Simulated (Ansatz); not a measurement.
# BrClGeH₄: a reaction path by the nudged elastic band

What path joins these two structures, and how high does it climb? Both ends were relaxed at PBE0-D4 in triple zeta.

The runs use Ansatz 0.2.0, Gaussian basis; PBE0-D4/def2-SVP.

23 further runs of the same task are left out: 1 that didn't finish, 22 set aside as unsound or not needed.

## Step 1: Starting geometry

The first end: 7 atoms, charge 0, spin multiplicity 1.

Atoms are counted from 1 here; the program's logs count them from 0.

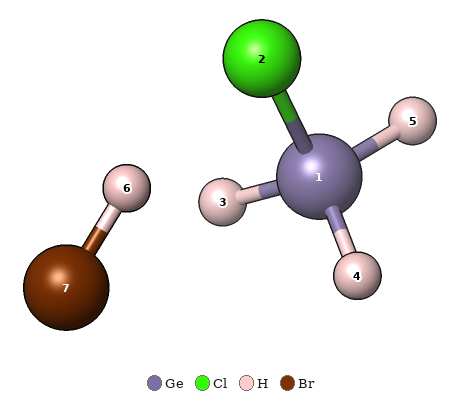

As it starts; germanium purple, chlorine green, hydrogen pink, bromine brown; atoms are numbered from 1 in the order of the file.

As a file:

```xyz
7
charge 0, multiplicity 1
Ge   -1.0873    0.0773   -0.1876
Cl   -0.0137   -1.6259    0.6262
H    -0.5029    0.3332   -1.5775
H    -0.8463    1.2406    0.7754
H    -2.5582   -0.3436   -0.2400
H     2.0631   -0.3845    0.4490
Br    2.9452    0.7030    0.1545
```

The second end:

```xyz
7
charge 0, multiplicity 1
Ge   -0.5902    0.6974   -0.6044
Cl    0.6274   -2.0193    1.9739
H    -0.9086    1.7675   -1.6515
H    -0.8836    1.1699    0.8197
H    -1.2454   -0.6459   -0.9261
H     1.2923   -1.3250    1.1131
Br    1.7081    0.3554   -0.7247
```

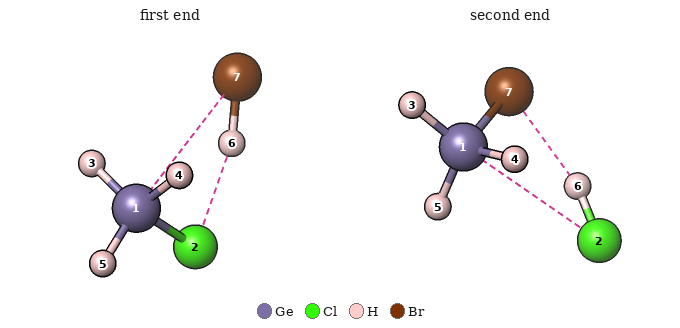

The two ends; dashed lines mark the contacts followed along the path.

## Step 2: The band at PBE0-D4/def2-SVP

Input file neb/in.yaml:

```yaml
crystal:
  periodic: [false, false, false]
  atoms:
    - {symbol: Ge, position_ang: [-1.087296, 0.077295, -0.187625]}
    - {symbol: Cl, position_ang: [-0.013656, -1.625887, 0.626243]}
    - {symbol: H, position_ang: [-0.502883, 0.333192, -1.577542]}
    - {symbol: H, position_ang: [-0.846340, 1.240580, 0.775390]}
    - {symbol: H, position_ang: [-2.558166, -0.343637, -0.239957]}
    - {symbol: H, position_ang: [2.063093, -0.384529, 0.449032]}
    - {symbol: Br, position_ang: [2.945151, 0.702985, 0.154459]}
basis:
  gaussian: {orbitals: def2-SVP}
hamiltonian: {xc: pbe0, dispersion: d4}
neb:
  images: 5
  climbing: true
  max_iterations: 40
  initial_path: idpp
  final_atoms:
    - {symbol: Ge, position_ang: [-0.590247, 0.697428, -0.604403]}
    - {symbol: Cl, position_ang: [0.627397, -2.019276, 1.973901]}
    - {symbol: H, position_ang: [-0.908616, 1.767511, -1.651459]}
    - {symbol: H, position_ang: [-0.883582, 1.169878, 0.819690]}
    - {symbol: H, position_ang: [-1.245364, -0.645939, -0.926149]}
    - {symbol: H, position_ang: [1.292260, -1.324989, 1.113085]}
    - {symbol: Br, position_ang: [1.708051, 0.355388, -0.724666]}
```

The run is started by

```sh
> ansatz run in.yaml --threads 4 --pin off --events-out ev --progress --plain --max-ram 9574MiB
```

What does the calculation give? Wanted: from earlier runs: barrier over the separately found saddle, CCSD(T)/def2-TZVPP.

As calculated:

```
                                                                       quantity                                                 value
                                                PBE0-D4/def2-SVP, 16 iterations  highest 124.2 kJ/mol (image 3), last end -5.9 kJ/mol
from earlier runs: barrier over the separately found saddle, CCSD(T)/def2-TZVPP                                          153.4 kJ/mol
```

In words: The highest image lies 124.2 kJ/mol above the first end, and it climbed, so it estimates the saddle. The ends are not quite minima at this level (largest force component 0.15 eV/Å), which shifts the heights a little. The highest image is 29.3 kJ/mol below the CCSD(T) barrier in triple zeta, which comes from separate runs on the saddle.
